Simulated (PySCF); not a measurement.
Molecule: C6H16OSi, SMILES CO[SiH2]CC(C)(C)C. Atoms near the plane z = 0.8 Å, at the GFN2-xTB optimised geometry (x, y, z in Å): C4 (-0.6, -0.1, 0.0), C5 (-2.1, -0.1, 0.0), C7 (-2.6, -0.8, 1.3), C8 (-2.7, 1.3, 0.0), H14 (-0.3, -1.1, 0.2), H15 (-0.2, 0.5, 0.8), H19 (-3.7, -0.8, 1.3), H20 (-2.3, -1.9, 1.3), H23 (-2.3, 1.9, 0.9), H24 (-3.7, 1.3, 0.0).

Calculation: PBE0/def2-SVP run with PySCF. The values are rescaled to run from 0 to 1.

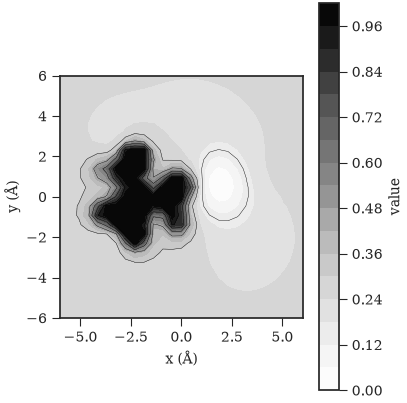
a field on the plane z = 0.8 Å.

Question: Which quantity is mapped?
A. deformation density (molecule minus spherical neutral atoms)
B. log10 of the electron density
C. electron localisation function
D. electrostatic potential

Answer: D, electrostatic potential. In full: electrostatic potential (hartree/e), clipped to [-0.08, 0.12].
